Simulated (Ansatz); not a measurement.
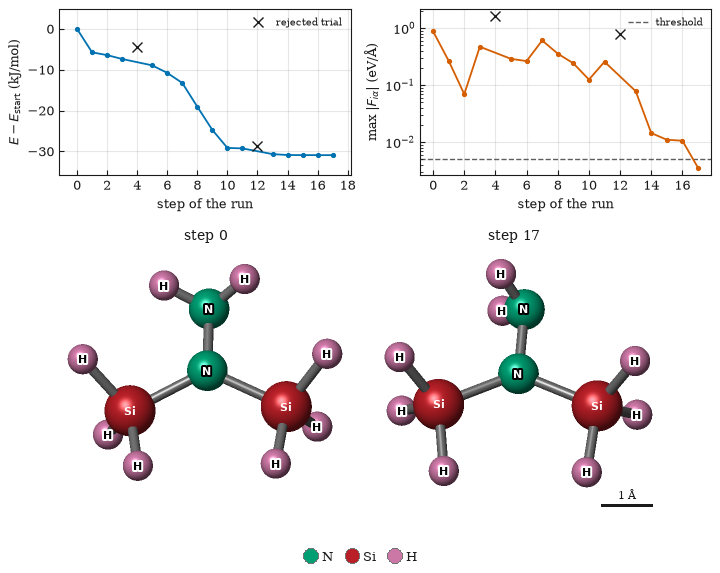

First and last geometry of a relaxation of Si2N2H8, with the history of the run. A ball-and-stick model, seen at a tilt.

The start comes from GFN2-xTB.

The calculation used RKS PBE0-D4/def2-TZVP in Ansatz. (force threshold 0.005 eV/Å; at most 150 steps)

### Read the history and describe the run.

It converged. The atom that moves furthest after the best rigid fit is an H atom (1.29 Å). Largest moves by element: H 1.29 Å, Si 0.19 Å, N 0.15 Å. Some distances before and after: H–Si 1.457 → 1.483 Å, N–N 1.451 → 1.433 Å, N–Si 1.739 → 1.730 Å. Bond angles that change, for instance: N–Si–H 104.8° → 111.2°, N–Si–H 104.6° → 110.2°, Si–N–Si 127.6° → 132.2°. Groups turn about N–N by about 85°. After 15 accepted moves (17 points after the start) the energy has fallen by 30.9 kJ/mol. Largest force component: 0.88 eV/Å at the start, 0.0036 eV/Å at the end. The line search rejected the trial steps at points 4, 12 of the run.
